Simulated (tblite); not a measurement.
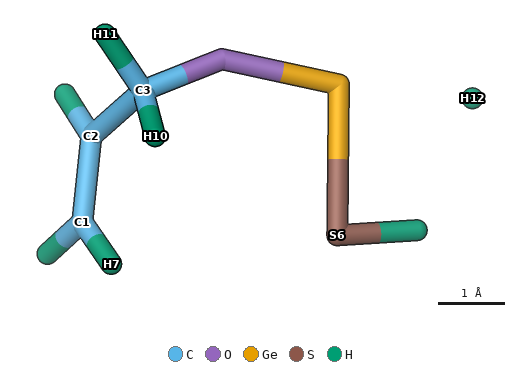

**Figure 1.** The structure as given in the input (stick view, seen at a tilt; atoms are numbered from 1 in the order of the input). Sticks mark near contacts. Bond lengths as drawn: C–C 1.32 to 1.50 Å, C–H 1.08 to 1.11 Å, C–O 1.39 Å, Ge–O 1.89 Å, Ge–S 2.32 Å and H–S 1.32 Å.

**C$_{3}$H$_{7}$GeOS (charge −1): saddle-point search**

C$_{3}$H$_{7}$GeOS, charge −1, computed with GFN2-xTB saddle search (eigenvector following) and harmonic vibrations, gas phase (tblite 0.8.0).

The program's output:
```
step      E/eV     max force
  0    -529.99375   0.0438
  1    -529.99839   0.0717
  2    -529.99907   0.1095
  3    -530.00024   0.0981
  4    -530.00127   0.1897
  5    -530.00167   0.0282
  6    -530.00236   0.0201
  7    -530.00343   0.0261
  8    -530.00453   0.0462
  9    -530.00560   0.1054
 10    -530.00509   0.0103
 11    -530.00565   0.0164
 12    -530.00622   0.0219
 13    -530.00678   0.0091
 14    -530.00742   0.0357
 15    -530.00711   0.0036
lowest wavenumbers (cm-1): -153.0 8.9 37.0 65.4 106.8 210.0
```

Trajectory as extended XYZ (Å, eV, eV/Å), 8 of the 12 frames kept, from step=0 to step=15:
```
13
Properties=species:S:1:pos:R:3:forces:R:3 step=0 energy=-529.99375
C     1.8089    1.1199   -0.0701    0.0010  -0.0030  -0.0040
C     1.6583   -0.1594    0.2170   -0.0030  -0.0010  -0.0020
C     0.6169   -0.6775    1.1629    0.0050   0.0040   0.0110
O    -0.4193   -1.3064    0.4825   -0.0050   0.0100   0.0190
Ge   -2.0290   -1.1073   -0.4843    0.0020  -0.0110  -0.0020
S    -2.0545    1.1921   -0.7572   -0.0280  -0.0070   0.0170
H     1.1892    1.8716    0.3900    0.0130   0.0020   0.0040
H     2.5330    1.4700   -0.7898   -0.0060  -0.0070  -0.0140
H     2.2503   -0.9170   -0.2828   -0.0150  -0.0050  -0.0100
H     0.2225    0.1600    1.7557    0.0140   0.0060   0.0180
H     1.0732   -1.4101    1.8545    0.0120   0.0010   0.0050
H    -3.7523   -1.1925   -1.9543    0.0160   0.0210  -0.0350
H    -3.0971    0.9568   -1.5240   -0.0070  -0.0110  -0.0060
13
Properties=species:S:1:pos:R:3:forces:R:3 step=2 energy=-529.99907
C     1.8916    1.1180   -0.0418   -0.0440  -0.0820   0.0460
C     1.6587   -0.1575    0.2157    0.0410   0.0910  -0.0450
C     0.6027   -0.6406    1.1632   -0.0060   0.0050  -0.0080
O    -0.4174   -1.2788    0.4687   -0.0210  -0.0130  -0.0090
Ge   -1.9612   -1.1378   -0.6124    0.0030   0.0530  -0.0040
S    -2.1667    1.1657   -0.7225   -0.0120  -0.0340   0.0040
H     1.3435    1.9023    0.4593    0.0470  -0.0770  -0.0370
H     2.6201    1.4351   -0.7727   -0.0070  -0.0050   0.0050
H     2.1805   -0.9424   -0.3238   -0.0360   0.0690   0.0320
H     0.2043    0.2121    1.7316    0.0060   0.0000   0.0020
H     1.0450   -1.3606    1.8778   -0.0010   0.0030  -0.0020
H    -3.7897   -1.2116   -1.9668    0.0230  -0.0080   0.0100
H    -3.2113    0.8962   -1.4762    0.0080  -0.0020   0.0040
13
Properties=species:S:1:pos:R:3:forces:R:3 step=4 energy=-530.00127
C     1.9849    1.1141   -0.0070   -0.0680  -0.1520   0.0650
C     1.6759   -0.1536    0.2145    0.0620   0.1690  -0.0600
C     0.5822   -0.6074    1.1329    0.0070   0.0100  -0.0010
O    -0.4150   -1.2536    0.4140   -0.0010   0.0050   0.0070
Ge   -1.9481   -1.1382   -0.6824    0.0090  -0.0280  -0.0170
S    -2.2774    1.1479   -0.6936   -0.0180   0.0200   0.0020
H     1.4780    1.9179    0.5078    0.0380  -0.1010  -0.0420
H     2.7440    1.4073   -0.7166   -0.0070  -0.0130   0.0070
H     2.1614   -0.9537   -0.3366   -0.0280   0.0860   0.0350
H     0.1719    0.2589    1.6716    0.0020  -0.0030  -0.0030
H     0.9953   -1.3164    1.8759   -0.0020   0.0060   0.0000
H    -3.8228   -1.2734   -1.9555   -0.0060   0.0030   0.0050
H    -3.3303    0.8502   -1.4249    0.0110  -0.0010   0.0020
13
Properties=species:S:1:pos:R:3:forces:R:3 step=6 energy=-530.00236
C     1.9786    1.1040   -0.0269    0.0070   0.0040  -0.0010
C     1.6872   -0.1586    0.2234   -0.0070  -0.0050   0.0030
C     0.5797   -0.6033    1.1300    0.0020  -0.0010   0.0010
O    -0.4043   -1.2595    0.4011    0.0060   0.0060   0.0050
Ge   -1.9433   -1.1399   -0.6856    0.0010   0.0160   0.0000
S    -2.3062    1.1446   -0.6198   -0.0010  -0.0200   0.0020
H     1.4449    1.9074    0.4535    0.0040   0.0000  -0.0010
H     2.7475    1.3910   -0.7283   -0.0030  -0.0020   0.0050
H     2.1991   -0.9612   -0.2942   -0.0020   0.0000   0.0010
H     0.1584    0.2690    1.6503    0.0040  -0.0070  -0.0070
H     0.9809   -1.3022    1.8889   -0.0050   0.0070  -0.0060
H    -3.7860   -1.2489   -2.0068   -0.0030   0.0000  -0.0020
H    -3.3366    0.8575   -1.3855   -0.0030   0.0000  -0.0010
13
Properties=species:S:1:pos:R:3:forces:R:3 step=8 energy=-530.00453
C     2.0649    1.0950   -0.0030   -0.0040  -0.0450   0.0030
C     1.7127   -0.1572    0.2255    0.0040   0.0460   0.0000
C     0.5611   -0.5674    1.0933    0.0110   0.0060  -0.0050
O    -0.3955   -1.2355    0.3401    0.0040   0.0040   0.0020
Ge   -1.9480   -1.1452   -0.7295   -0.0030   0.0170  -0.0020
S    -2.4262    1.1115   -0.5464    0.0030  -0.0160   0.0030
H     1.5496    1.9164    0.4674    0.0030  -0.0040   0.0000
H     2.8704    1.3562   -0.6736   -0.0150  -0.0120   0.0150
H     2.2102   -0.9760   -0.2804   -0.0010   0.0020   0.0000
H     0.1259    0.3212    1.5725    0.0060  -0.0050  -0.0050
H     0.9243   -1.2487    1.8870   -0.0060   0.0100  -0.0110
H    -3.8003   -1.2814   -2.0362    0.0010  -0.0020   0.0010
H    -3.4492    0.8111   -1.3169   -0.0020  -0.0020   0.0000
13
Properties=species:S:1:pos:R:3:forces:R:3 step=10 energy=-530.00509
C     2.0850    1.0922    0.0052    0.0090   0.0050  -0.0010
C     1.7175   -0.1562    0.2244   -0.0080  -0.0060   0.0010
C     0.5582   -0.5580    1.0846    0.0010   0.0000  -0.0020
O    -0.3954   -1.2262    0.3280    0.0000   0.0000  -0.0020
Ge   -1.9520   -1.1447   -0.7357    0.0010   0.0000  -0.0020
S    -2.4536    1.1037   -0.5350   -0.0020  -0.0010   0.0030
H     1.5777    1.9167    0.4788    0.0000   0.0030   0.0010
H     2.8967    1.3472   -0.6591    0.0010  -0.0010   0.0020
H     2.2078   -0.9777   -0.2841    0.0000  -0.0020   0.0000
H     0.1233    0.3342    1.5568    0.0000   0.0020  -0.0010
H     0.9131   -1.2366    1.8836   -0.0010   0.0020   0.0000
H    -3.8042   -1.2922   -2.0407    0.0000  -0.0010   0.0000
H    -3.4740    0.7976   -1.3067   -0.0020  -0.0010   0.0010
13
Properties=species:S:1:pos:R:3:forces:R:3 step=12 energy=-530.00622
C     2.1364    1.0875    0.0269   -0.0040  -0.0200   0.0030
C     1.7252   -0.1524    0.2183    0.0060   0.0210  -0.0020
C     0.5486   -0.5355    1.0635    0.0030   0.0030  -0.0010
O    -0.3964   -1.2091    0.3018    0.0010   0.0020  -0.0010
Ge   -1.9614   -1.1488   -0.7506   -0.0010   0.0050  -0.0010
S    -2.5158    1.0842   -0.5104   -0.0010  -0.0060   0.0010
H     1.6527    1.9199    0.5116    0.0020  -0.0040  -0.0010
H     2.9638    1.3278   -0.6237   -0.0030  -0.0040   0.0040
H     2.1941   -0.9801   -0.3002    0.0000   0.0030   0.0010
H     0.1119    0.3650    1.5183    0.0010  -0.0010  -0.0030
H     0.8882   -1.2052    1.8770   -0.0020   0.0040  -0.0030
H    -3.8157   -1.3196   -2.0488    0.0000  -0.0010   0.0000
H    -3.5314    0.7664   -1.2837   -0.0010  -0.0010   0.0020
13
Properties=species:S:1:pos:R:3:forces:R:3 step=15 energy=-530.00711
C     2.1682    1.0813    0.0354    0.0010  -0.0020   0.0000
C     1.7382   -0.1524    0.2226    0.0010   0.0010   0.0000
C     0.5412   -0.5192    1.0457    0.0000   0.0010  -0.0010
O    -0.3905   -1.1965    0.2710    0.0000   0.0000  -0.0020
Ge   -1.9608   -1.1470   -0.7731    0.0010   0.0000  -0.0020
S    -2.5629    1.0658   -0.4732   -0.0030   0.0000   0.0020
H     1.6850    1.9211    0.5075    0.0010   0.0020   0.0020
H     3.0118    1.3090   -0.5983    0.0030  -0.0010   0.0010
H     2.2082   -0.9874   -0.2828    0.0010  -0.0020  -0.0010
H     0.0996    0.3884    1.4809   -0.0010   0.0020  -0.0010
H     0.8596   -1.1811    1.8736   -0.0010   0.0010   0.0010
H    -3.8206   -1.3266   -2.0622    0.0000  -0.0010   0.0000
H    -3.5768    0.7446   -1.2472   -0.0020  -0.0010   0.0010
```

This output came from the following input.

Input:
```
{"job": {"xc": "GFN2-xTB", "basis": "xTB", "kind": "saddle"}, "charge": -1, "multiplicity": 1}
C      1.808926     1.119900    -0.070107
C      1.658262    -0.159421     0.217040
C      0.616857    -0.677523     1.162857
O     -0.419260    -1.306415     0.482468
Ge    -2.029026    -1.107305    -0.484334
S     -2.054527     1.192090    -0.757200
H      1.189230     1.871594     0.389957
H      2.532995     1.469958    -0.789818
H      2.250263    -0.917045    -0.282811
H      0.222463     0.160022     1.755744
H      1.073245    -1.410062     1.854505
H     -3.752330    -1.192545    -1.954272
H     -3.097099     0.956751    -1.524029
```

The first line tells a small driver script what to run in tblite; the rest is the geometry in Å.

Launch command:
```bash
OMP_NUM_THREADS=1 python <driver script> task.json out
```

Key numbers:

| quantity | value |
| --- | --- |
| outcome | converged |
| total energy | −530.0071 eV |
| point group | C1 |
| hardware | 1 CPU thread, shared host |
| wall time | 4.4 s |
| peak memory | 0.2 GiB |
